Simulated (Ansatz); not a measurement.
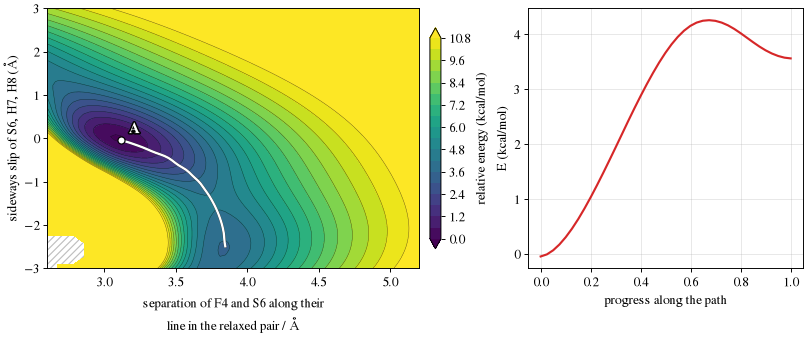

The pair BF₄···H₂S, charge −1. First axis: separation of F4 and S6 along their line in the relaxed pair. Second axis: sideways slip of S6, H7, H8. Nothing is relaxed (both partners rigid). The scan uses a 15 × 15 grid. At 4 points there is no value (left out of the scan, as a rule where atoms come close). Points are written as (first, second). Energies are in kcal/mol, from the lowest grid point. These are results of Ansatz 0.2.0, RKS SPW92 (LDA)/def2-SVPD, not measurements.

In the figure: filled contours, a line along the lowest path, one colour for all values above the top of the scale, hatched blanks where no value was computed, the energy along the path at the right, the start A. Between grid points the surface is interpolated.

**Describe the path and its barrier.**

The easiest path leads from the well at about (3.11 Å, −0.04 Å) to the well at about (3.85 Å, −2.49 Å), about 3.6 kcal/mol higher. Its highest point lies about 4.3 kcal/mol above the bottom of the first well on the interpolated surface, at about (3.76 Å, −1.48 Å). Seen from the upper well the barrier is about 0.7 kcal/mol. This is the barrier on the constrained surface; relaxing the other coordinates would change it.
